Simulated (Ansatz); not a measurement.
**C2H5N (N-methylmethanimine), step by step**

Wanted: a geometry optimisation (singlet C2H5N, B3LYP-D3(BJ)-ATM/6-31G**), then vibrational wavenumbers (singlet C2H5N, B3LYP-D3(BJ)-ATM/6-31G**), then a single-point energy (singlet C2H5N, B3LYP/x2c-SVPall), then a single-point energy (doublet C2H5N+, UB3LYP/x2c-SVPall), then a geometry optimisation (doublet C2H5N+, UB3LYP-D3(BJ)-ATM/6-31G**) of C2H5N. 

The calculation is run with Ansatz 0.2.0.

1 further run of the same task is left out (set aside as unsound or not needed).

### Step 1. The molecule

C2H5N: 8 atoms, total charge 0, spin state singlet. SMILES: `C=NC`. All atoms were displaced at random from a relaxed shape. The run starts from this shape.

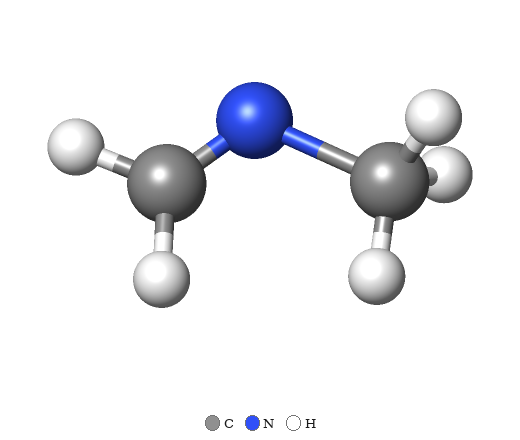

The structure, seen from a chosen angle (carbon grey, nitrogen blue, hydrogen white).

### Step 2. A geometry optimisation at B3LYP-D3(BJ)-ATM/6-31G(d,p) (Cartesian functions) (run 1)

in.yaml reads:

```yaml
crystal:
  periodic: [false, false, false]
  atoms:
    - {symbol: C, position_ang: [-0.688190, 0.672067, -0.852648]}
    - {symbol: "N", position_ang: [0.389743, 0.284299, -0.708105]}
    - {symbol: C, position_ang: [0.620914, -0.566619, 0.694863]}
    - {symbol: H, position_ang: [-1.582068, 0.569068, -0.146900]}
    - {symbol: H, position_ang: [-0.892207, 1.341405, -1.632034]}
    - {symbol: H, position_ang: [-0.294046, -0.801779, 1.116085]}
    - {symbol: H, position_ang: [1.052579, -1.458533, 0.267223]}
    - {symbol: H, position_ang: [1.401178, -0.167970, 1.209240]}
basis:
  gaussian:
    orbitals: 6-31G_st__st_.json
hamiltonian:
  xc: {name: B3LYP}
  dispersion: d3bjatm
relax: {}
```

The basis set 6-31G** is read from a file made from the Basis Set Exchange's data (not shown).

On the command line:

```
ansatz run in.yaml --threads 1 --pin off --max-ram 2610MiB --events-out events.jsonl --progress --plain --runs-dir runs
```

Output:

```text
Warning: RAYON_NUM_THREADS=1 ignored (pool sized by the plan → 1); use --threads N
The last accepted step is kept in runs//last_step.txt (removed where the run ends without a failure and the disk answers)
[... 77 lines left out ...]
Total energy: -3645.12198948 eV, -133.9557623608 hartree
[... 8 lines left out ...]
Dipole moment:    -0.231795    -0.062937     0.180780 e Å
```

Run time: 19 s. Hardware: 1 thread of Arm Neoverse V1, shared host; peak memory 0.12 GiB.

The path in brief:

| step | energy from the first frame kept (eV) | largest force (eV/Å) |
| --- | --- | --- |
| 1 | 0.0000 | 12.7319 |
| 2 | -0.9665 | 3.0900 |
| 3 | -0.9720 | 3.9963 |
| 4 | -1.3872 | 0.7559 |
| 5 | -1.3830 | 0.4702 |
| 6 | -1.4076 | 0.1679 |
| 7 | -1.4094 | 0.0710 |
| 8 | -1.4096 | 0.0785 |
| 9 | -1.4098 | 0.0212 |
| 10 | -1.4098 | 0.0118 |

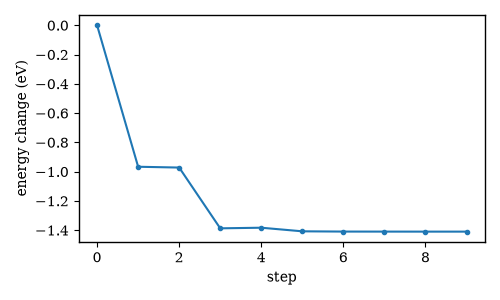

Energy along the run.

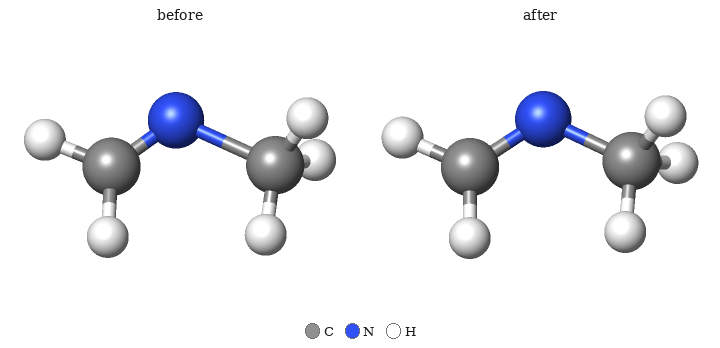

Before and after, at one scale.

After the run. Bond lengths: C1–N2 1.267 Å, N2–C3 1.452 Å, C1–H4 1.101 Å, C1–H5 1.091 Å, C3–H6 1.102 Å, C3–H7 1.096 Å, C3–H8 1.096 Å. Angles: C1–N2–C3 117.5°, N2–C1–H4 123.9°, N2–C1–H5 119.3°, N2–C3–H6 114.1°, N2–C3–H7 109.0°, N2–C3–H8 109.0°, H4–C1–H5 116.8°, H6–C3–H7 108.9°, H6–C3–H8 108.9°, H7–C3–H8 106.8°.

### Step 3. The harmonic vibrations at B3LYP-D3(BJ)-ATM/6-31G(d,p) (Cartesian functions) (run 2)

input.yaml reads:

```yaml
crystal:
  periodic: [false, false, false]
  atoms:
    - {symbol: C, position_ang: [-0.721240, 0.717397, -0.811341]}
    - {symbol: N, position_ang: [0.443627, 0.269572, -0.595231]}
    - {symbol: C, position_ang: [0.633311, -0.572567, 0.572208]}
    - {symbol: H, position_ang: [-1.589710, 0.504762, -0.168071]}
    - {symbol: H, position_ang: [-0.896796, 1.353344, -1.680710]}
    - {symbol: H, position_ang: [-0.282914, -0.736873, 1.162709]}
    - {symbol: H, position_ang: [1.026900, -1.543150, 0.250860]}
    - {symbol: H, position_ang: [1.394724, -0.120547, 1.217299]}
basis:
  gaussian: {orbitals: 6-31G_st__st_.json}
magnetization: {spin_polarized: false}
hamiltonian: {xc: {name: B3LYP}, dispersion: d3bjatm}
phonons: {temperatures: {t_min: 298.15, t_max: 298.15, t_step: 1}}
```

The basis set 6-31G** is read from a file made from the Basis Set Exchange's data (not shown).

On the command line:

```
ansatz run input.yaml --threads 1 --pin off --max-ram 2610MiB --events-out events.jsonl --progress --plain --runs-dir runs
```

Output:

```text
Warning: RAYON_NUM_THREADS=1 ignored (pool sized by the plan → 1); use --threads N
[... 265 lines left out ...]
Total energy: -3645.12198020 eV, -133.9557620201 hartree
[... 8 lines left out ...]
Dipole moment:    -0.231794    -0.062937     0.180779 e Å
Vibrations: 225.85 480.73 700.08 973.94 1060.14 1132.71 1147.50 1248.72 1448.92 1491.21 1492.94 1524.24 1757.87 2979.20 2999.51 3080.72 3102.17 3148.45 cm⁻¹, zero-point energy 1.859447 eV
```

Run time: 61 s. Hardware: 1 thread of Arm Neoverse V1, shared host; peak memory 0.12 GiB.

### Step 4. The energy at B3LYP/x2c-SVPall (sfX2C) (run 3)

molecule.yaml reads:

```yaml
crystal:
  periodic: [false, false, false]
  atoms:
    - {symbol: C, position_ang: [-0.721240, 0.717397, -0.811341]}
    - {symbol: N, position_ang: [0.443627, 0.269572, -0.595231]}
    - {symbol: C, position_ang: [0.633311, -0.572567, 0.572208]}
    - {symbol: H, position_ang: [-1.589710, 0.504762, -0.168071]}
    - {symbol: H, position_ang: [-0.896796, 1.353344, -1.680710]}
    - {symbol: H, position_ang: [-0.282914, -0.736873, 1.162709]}
    - {symbol: H, position_ang: [1.026900, -1.543150, 0.250860]}
    - {symbol: H, position_ang: [1.394724, -0.120547, 1.217299]}
basis:
  gaussian: {orbitals: x2c-SVPall.json}
hamiltonian: {xc: {name: B3LYP}}
output: {orbitals: {seedname: orbitals}}
```

The basis set x2c-SVPall is read from a file made from the Basis Set Exchange's data (not shown).

On the command line:

```
ansatz run molecule.yaml --threads 1 --pin off --max-ram 2610MiB --events-out events.jsonl --progress --plain --runs-dir runs
```

Output:

```text
Warning: RAYON_NUM_THREADS=1 ignored (pool sized by the plan → 1); use --threads N
Functional definition: B3LYP
  name "B3LYP"
  parameter a0 = 0.2
  parameter ax = 0.72
  parameter ac = 0.81
  exchange = (1 - a0 - ax)*slater_x + ax*b88_x + a0*exact_x
  correlation = (1 - ac)*vwn_rpa_c + ac*lyp_c
776 factors; their error is unknown
mean field evaluation 1: about -3638.9480 eV, gradient 4.3e1 eV
mean field evaluation 2: about -3635.6730 eV, gradient 5.7e1 eV
mean field evaluation 4: about -3643.6392 eV, gradient 2.1e0 eV
mean field evaluation 8: about -3643.6493 eV, gradient 3.4e-2 eV
mean field -3643.62632773 eV, -133.9007978055 hartree, gradient 5.7e-5 eV, S^2 0.000000; 0 other end points of the search recorded, 0 dependent functions left out
reference -3643.62651658 eV, -133.9008047454 hartree; 12, 12 occupied and 55, 55 virtual orbitals, 776 factors
Total energy: -3643.62651658 eV, -133.9008047454 hartree
Relativity: scalar
```

Wall time 1.3 s (1 thread of Arm Neoverse V1, shared host); peak memory 0.11 GiB.

### Step 5. The doublet cation: a single-point energy at UB3LYP/x2c-SVPall (sfX2C) (run 4)

run.yaml reads:

```yaml
basis:
  gaussian:
    orbitals: x2c-SVPall.json
crystal:
  periodic: [false, false, false]
  atoms:
    - {symbol: C, position_ang: [-0.721240, 0.717397, -0.811341]}
    - {symbol: "N", position_ang: [0.443627, 0.269572, -0.595231]}
    - {symbol: C, position_ang: [0.633311, -0.572567, 0.572208]}
    - {symbol: H, position_ang: [-1.589710, 0.504762, -0.168071]}
    - {symbol: H, position_ang: [-0.896796, 1.353344, -1.680710]}
    - {symbol: H, position_ang: [-0.282914, -0.736873, 1.162709]}
    - {symbol: H, position_ang: [1.026900, -1.543150, 0.250860]}
    - {symbol: H, position_ang: [1.394724, -0.120547, 1.217299]}
total_charge: 1
hamiltonian:
  xc: {name: B3LYP}
magnetization:
  spin_polarized: true
  initial_magnetization: 1
```

The basis set x2c-SVPall is read from a file made from the Basis Set Exchange's data (not shown).

On the command line:

```
ansatz run run.yaml --threads 1 --pin off --max-ram 2610MiB --events-out events.jsonl --progress --plain --runs-dir runs
```

Output (excerpt; [...] marks lines left out):

```text
Warning: RAYON_NUM_THREADS=1 ignored (pool sized by the plan → 1); use --threads N
[... 7 set-up lines as earlier in the session ...]
776 factors; their error is unknown
mean field evaluation 1: about -3625.8520 eV, gradient 4.0e1 eV
mean field evaluation 2: about -3620.4887 eV, gradient 5.1e1 eV
mean field evaluation 4: about -3633.8638 eV, gradient 2.8e0 eV
mean field evaluation 8: about -3633.9057 eV, gradient 1.3e-1 eV
mean field evaluation 16: about -3633.8834 eV, gradient 1.8e-3 eV
mean field -3633.88340048 eV, -133.5427518330 hartree, gradient 2.3e-5 eV, S^2 0.761042; 2 other end points of the search recorded, 0 dependent functions left out
reference -3633.88358657 eV, -133.5427586718 hartree; 12, 11 occupied and 55, 56 virtual orbitals, 776 factors
Total energy: -3633.88358657 eV, -133.5427586718 hartree
Relativity: scalar
```

It took 2.6 s on 1 thread of Arm Neoverse V1, shared host; peak memory 0.13 GiB.

### Step 6. The doublet cation: a geometry optimisation at UB3LYP-D3(BJ)-ATM/6-31G(d,p) (Cartesian functions) (run 5)

run.yaml reads:

```yaml
crystal:
  periodic: [false, false, false]
  atoms:
    - symbol: C
      position_ang: [-0.721240, 0.717397, -0.811341]
    - symbol: N
      position_ang: [0.443627, 0.269572, -0.595231]
    - symbol: C
      position_ang: [0.633311, -0.572567, 0.572208]
    - symbol: H
      position_ang: [-1.589710, 0.504762, -0.168071]
    - symbol: H
      position_ang: [-0.896796, 1.353344, -1.680710]
    - symbol: H
      position_ang: [-0.282914, -0.736873, 1.162709]
    - symbol: H
      position_ang: [1.026900, -1.543150, 0.250860]
    - symbol: H
      position_ang: [1.394724, -0.120547, 1.217299]
basis:
  gaussian:
    orbitals: 6-31G_st__st_.json
total_charge: 1
magnetization:
  spin_polarized: true
  initial_magnetization: 1
hamiltonian:
  xc: {name: B3LYP}
  dispersion: d3bjatm
relax: {}
```

The basis set 6-31G** is read from a file made from the Basis Set Exchange's data (not shown).

On the command line:

```
ansatz run run.yaml --threads 1 --pin off --max-ram 2610MiB --events-out events.jsonl --progress --plain --runs-dir runs
```

Output (excerpt; [...] marks lines left out):

```text
Warning: RAYON_NUM_THREADS=1 ignored (pool sized by the plan → 1); use --threads N
[... 1 set-up line as earlier in the session ...]
[... 84 lines left out ...]
Total energy: -3636.28466526 eV, -133.6309966861 hartree
[... 8 lines left out ...]
Dipole moment:    -0.203812     0.077673    -0.038932 e Å
```

Wall time 32 s (1 thread of Arm Neoverse V1, shared host); peak memory 0.15 GiB.

Steps, from the record of the run:

| step | energy from the first frame kept (eV) | largest force (eV/Å) |
| --- | --- | --- |
| 1 | 0.0000 | 4.9310 |
| 2 | -0.6177 | 2.5929 |
| 3 | -0.6716 | 2.2433 |
| 4 | -0.8081 | 0.9560 |
| 5 | -0.8465 | 0.3766 |
| 6 | -0.8598 | 0.2121 |
| 7 | -0.8600 | 0.3959 |
| 8 | -0.8609 | 0.1654 |
| 9 | -0.8613 | 0.0244 |
| 10 | -0.8613 | 0.0275 |
| 11 | -0.8614 | 0.0027 |

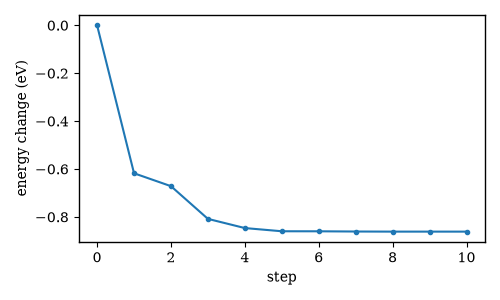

Energy along the run.

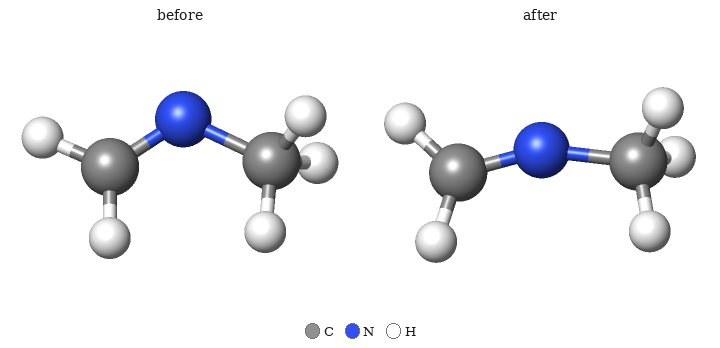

Before and after, at one scale.

After the run. Bond lengths: C1–N2 1.239 Å, N2–C3 1.412 Å, C1–H4 1.102 Å, C1–H5 1.097 Å, C3–H6 1.105 Å, C3–H7 1.094 Å, C3–H8 1.095 Å. Angles: C1–N2–C3 156.6°, N2–C1–H4 120.8°, N2–C1–H5 120.2°, N2–C3–H6 108.1°, N2–C3–H7 109.4°, N2–C3–H8 109.3°, H4–C1–H5 119.0°, H6–C3–H7 109.5°, H6–C3–H8 109.3°, H7–C3–H8 111.3°.

### Step 7. Outcome

| quantity | value |
| --- | --- |
| run 1, B3LYP-D3(BJ)-ATM/6-31G**: total energy at the end | -133.95576 Eh |
| run 1, B3LYP-D3(BJ)-ATM/6-31G**: dipole moment | 1.44 D |
| run 1, B3LYP-D3(BJ)-ATM/6-31G**: dispersion energy | -17.55 kJ/mol |
| run 2, B3LYP-D3(BJ)-ATM/6-31G**: largest force on an atom | 0.012 eV/Å |
| run 2, B3LYP-D3(BJ)-ATM/6-31G**: lowest harmonic wavenumber | 226 cm⁻¹ |
| run 2, B3LYP-D3(BJ)-ATM/6-31G**: highest harmonic wavenumber | 3148 cm⁻¹ |
| run 2, B3LYP-D3(BJ)-ATM/6-31G**: zero-point energy | 179.4 kJ/mol |
| run 3, B3LYP/x2c-SVPall: total energy | -133.90080 Eh |
| run 3, B3LYP/x2c-SVPall: HOMO energy | -6.93 eV |
| run 3, B3LYP/x2c-SVPall: LUMO energy | -0.27 eV |
| run 3, B3LYP/x2c-SVPall: HOMO–LUMO gap | 6.66 eV |
| doublet cation, run 4: total energy | -133.54276 Eh |
| doublet cation, run 4: ⟨S²⟩ | 0.761 |
| doublet cation, run 5: total energy at the end | -133.63100 Eh |
| doublet cation, run 5: dispersion energy | -16.67 kJ/mol |
| doublet cation, run 5: ⟨S²⟩ | 0.759 |
| vertical ionisation energy (to the doublet cation), B3LYP/x2c-SVPall | 9.743 eV |
| adiabatic ionisation energy (to the doublet cation, no zero-point term), B3LYP-D3(BJ)-ATM/6-31G** | 8.837 eV |

What this shows: At B3LYP/x2c-SVPall: removing an electron at fixed nuclei costs 9.74 eV (940 kJ/mol). −ε(HOMO) before ionisation, 6.93 eV, is 2.82 eV below this ionisation energy. At B3LYP-D3(BJ)-ATM/6-31G**: the adiabatic ionisation energy (to the doublet cation, no zero-point term) is 8.84 eV (853 kJ/mol). The optimisation (run 1, B3LYP-D3(BJ)-ATM/6-31G**) took 9 steps and changed the energy by -1.410 eV. Mulliken charges (run 1, B3LYP-D3(BJ)-ATM/6-31G**) run from -0.31 on N2 to +0.13 on H7; they depend strongly on the basis. All 18 modes (run 2, B3LYP-D3(BJ)-ATM/6-31G**) are real, so the shape is a minimum at this level.
